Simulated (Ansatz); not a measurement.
The figure comes from a scan of Zr (hcp, Mg type): the cell is scaled evenly about its relaxed volume V₀. Computed with PBE (plane waves to 420 eV, PAW, scalar-relativistic; Ansatz, a quantum-chemistry and plane-wave program). k mesh 17×17×9 (Γ-centred), Fermi-Dirac smearing 0.05 eV. Stress and pressure are positive under compression. Zr is run without spin polarisation. Zr was relaxed with its symmetry unable to fall. 

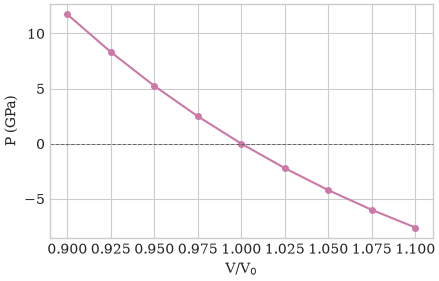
*P (GPa) against V/V₀; one marker a computed point.*

### Question
Read the plotted values off the figure, to the accuracy that the plot allows.

### Answer
To the nearest 0.5:

```json
[
 {"V/V₀": "0.900", "P (GPa)": "11.5"},
 {"V/V₀": "0.925", "P (GPa)": "8.5"},
 {"V/V₀": "0.950", "P (GPa)": "5.0"},
 {"V/V₀": "0.975", "P (GPa)": "2.5"},
 {"V/V₀": "1.000", "P (GPa)": "0.0"},
 {"V/V₀": "1.025", "P (GPa)": "-2.0"},
 {"V/V₀": "1.050", "P (GPa)": "-4.0"},
 {"V/V₀": "1.075", "P (GPa)": "-6.0"},
 {"V/V₀": "1.100", "P (GPa)": "-7.5"}
]
```

(Under strain, the slope of the energy per volume gives the stress and its curvature an elastic modulus.)
